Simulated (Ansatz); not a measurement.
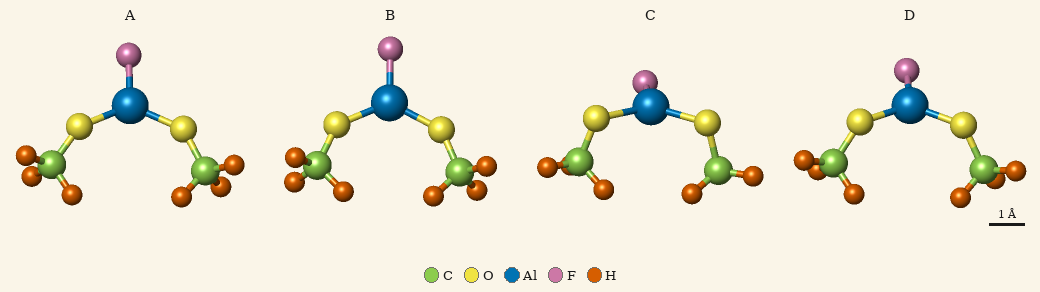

4 geometries from one relaxation of C2H6AlFO2 (coarse preliminary run), in shuffled order. The picture is a ball-and-stick view, seen at a tilt.

The start comes from a force field.

The calculation used RKS PBE-D4/def2-SVP (Ansatz 0.2.0). (force threshold 0.03 eV/Å; at most 200 steps)

**Put them in the order of the run, from the start to the converged end.**

C, D, A, B. They are steps 0, 3, 6, 12, at +29.9 kcal/mol, +4.81 kcal/mol, +0.68 kcal/mol relative to the last. After 11 accepted moves (12 points after the start) the energy has fallen by 29.9 kcal/mol. Largest force component: 2.9 eV/Å at the start, 0.0053 eV/Å at the end. The line search rejected the trial step at point 11 of the run. The forces were under the threshold at step 9, but the run went on from there. The F atom moves most after the best rigid fit: 1.26 Å. Largest moves by element: F 1.26 Å, O 0.87 Å, H 0.75 Å, Al 0.32 Å, C 0.12 Å. Some distances before and after: Al–O 1.872 → 1.696 Å, Al–F 1.839 → 1.666 Å, Al–O 1.836 → 1.695 Å, C–O 1.465 → 1.400 Å. Bond angles that change, for instance: C–O–Al 109.2° → 140.0°, Al–O–C 110.5° → 139.5°, O–C–H 103.6° → 110.5°. Groups turn about Al–O by about 90°, Al–O by about 90°, C–O by about 55°.
